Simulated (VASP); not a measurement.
Band structure of Ba3Al (space group I4/mmm). Method: PBE GGA, VASP's PBE PAW potentials (set 64) (plane waves; VASP 6.6.1).

Unless said otherwise, spin-orbit coupling is left out, though it shifts the bands of the heavy elements here.

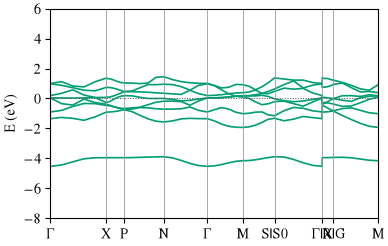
Figure. Bands along high-symmetry lines, zero at the valence-band maximum or, without a gap, the Fermi level

Question: Read the plot: is there a gap, and where are the band edges?

Answer: It has no gap at this level: it comes out as a metal or semimetal.

The structure was generated: Ba3Al was put into an ordered model structure, which need not be its known phase. The cell was not relaxed at this level. The k-mesh is coarse (spacing up to 0.39 per Å, 2π included), so the numbers may not be converged in it. The electron count is odd and the run is not spin-polarised, which forces a metal.
